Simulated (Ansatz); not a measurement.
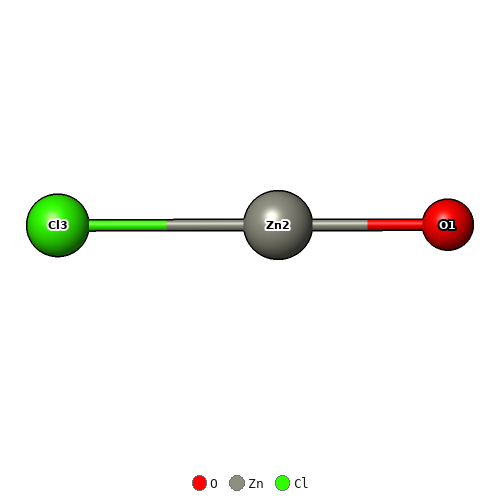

The system is ClOZn, SMILES [O-][Zn][Cl], charge −1; the picture shows the reference structure. 
- First axis: angle O1–Zn2–Cl3 (carried through 180). Second axis: change of the bonds Zn2–O1, Zn2–Cl3, all alike.
- Nothing is relaxed (all other coordinates rigid).
- Grid: 15 × 15 points; 120 points were computed and 105 follow by symmetry.
- Points are written as (first, second).
- All energies are given in kJ/mol relative to the lowest grid point.
- Theory: Ansatz, RHF/def2-TZVPD.

Its coordinates:

```xyz
3

O    -0.1594    1.8753    0.1200
Zn   -0.0144    0.1695    0.0108
Cl    0.1738   -2.0447   -0.1308
```

Range: angle O1–Zn2–Cl3 (carried through 180) from 140.0 to 220.0°; change of the bonds Zn2–O1, Zn2–Cl3, all alike from −0.217 to 0.335 Å.

Q: What landscape does the calculation give?

A: The lowest grid point is at (180.0°, 0.020 Å). No other kind of well shows on this grid. The highest grid point, (140.0°, −0.217 Å), lies 200 kJ/mol above the lowest. Round the minimum the two coordinates are nearly uncoupled.

```tsv
second ↓, first →	140.0	145.7	151.4	157.1	162.9	168.6	174.3	180.0	185.7	191.4	197.1	202.9	208.6	214.3	220.0
0.335	147	140	134	129	125	123	121	121	121	123	125	129	134	140	147
0.296	129	122	115	110	106	103	101	101	101	103	106	110	115	122	129
0.256	111	103	97	91	86	83	81	81	81	83	86	91	97	103	111
0.217	95	86	79	73	68	65	63	62	63	65	68	73	79	86	95
0.177	79	70	62	55	50	47	45	44	45	47	50	55	62	70	79
0.138	65	55	47	40	35	31	29	28	29	31	35	40	47	55	65
0.099	54	44	35	28	22	19	16	15	16	19	22	28	35	44	54
0.059	46	35	26	19	13	9	6	5	6	9	13	19	26	35	46
0.020	43	32	22	14	8	4	1	0	1	4	8	14	22	32	43
−0.020	46	34	23	15	8	4	1	0	1	4	8	15	23	34	46
−0.059	55	42	32	23	16	11	8	7	8	11	16	23	32	42	55
−0.099	74	60	49	39	32	26	23	22	23	26	32	39	49	60	74
−0.138	102	88	75	65	57	52	49	47	49	52	57	65	75	88	102
−0.177	142	127	114	104	95	89	86	85	86	89	95	104	114	127	142
−0.217	200	184	170	158	149	143	139	138	139	143	149	158	170	184	200
```

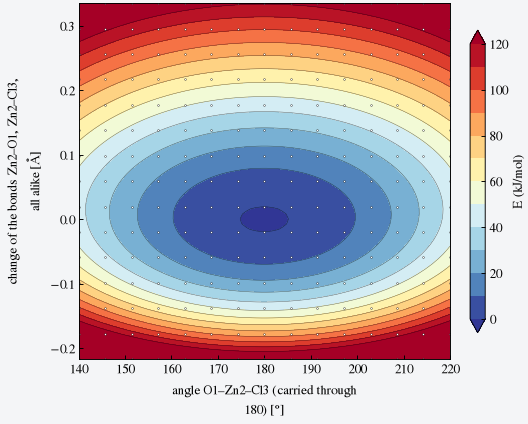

Drawn: filled contours, dots at the grid points, one colour for all values above the top of the scale. Between grid points the surface is interpolated.

Each point was launched as `ansatz run input.yaml --threads 1 --pin off --max-ram 2560MiB --backend cpu --events-out ev --progress --plain --runs-dir out`. The whole map (120 points run) took 13 min on 1 thread of Arm Neoverse N1, with other jobs on the host.
